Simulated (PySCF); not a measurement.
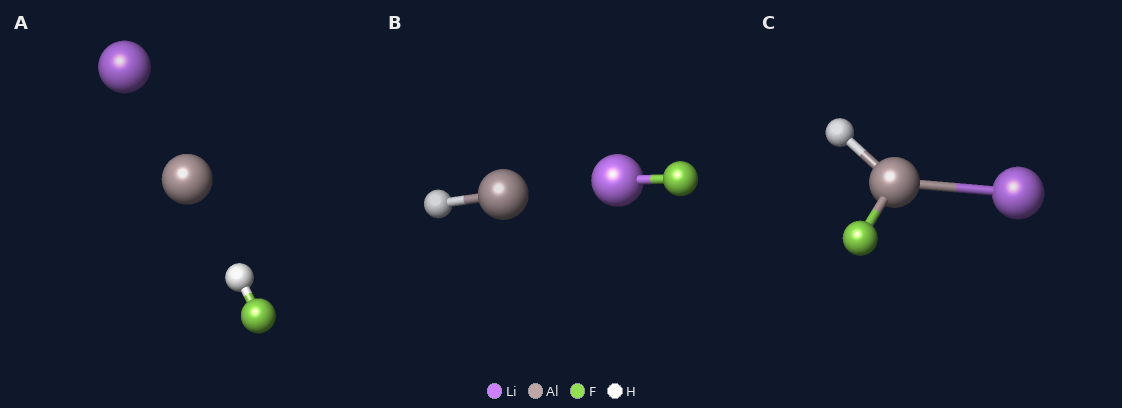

3 stationary structures of one formula. Geometries: PBE0-D4/def2-TZVP. Electronic energies: RHF-CCSD(T) (frozen core)/def2-TZVPP (PySCF 2.14.0), without zero-point energy. No frequency run is at hand to confirm each as a minimum.

Which structure is the most stable?

Answer. C is lowest (Cs); B lies 24.0 kcal/mol above it (C∞v), A lies 69.9 kcal/mol above it (C∞v).
